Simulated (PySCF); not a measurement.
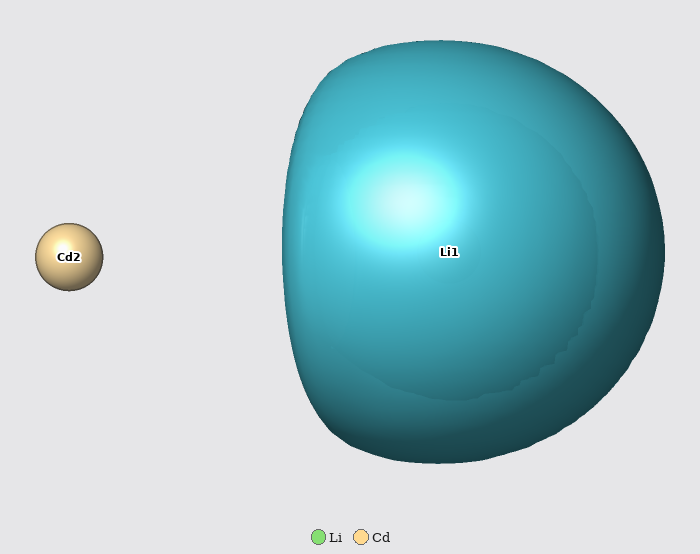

Figure 1: LiCd (charge −1). Isosurface of the electron localisation function at 0.85 (cyan), seen from one side. Only the valence region is drawn (cores and ρ < 0.01 e/Å³ removed).

Core potentials replace the inner electrons of Cd.

Method: PBE0/def2-SVPD, non-relativistic Hamiltonian with scalar-relativistic core potentials where named, at a bond length of 3.630 Å (PySCF 2.14.0).

Describe the localisation domains.

Answer. The ELF exceeds this value in one region wrapped around Li (its valence shell). Profiles from the grid: Li–Cd (3.63 Å): the ELF is about 0.45 at the midpoint.
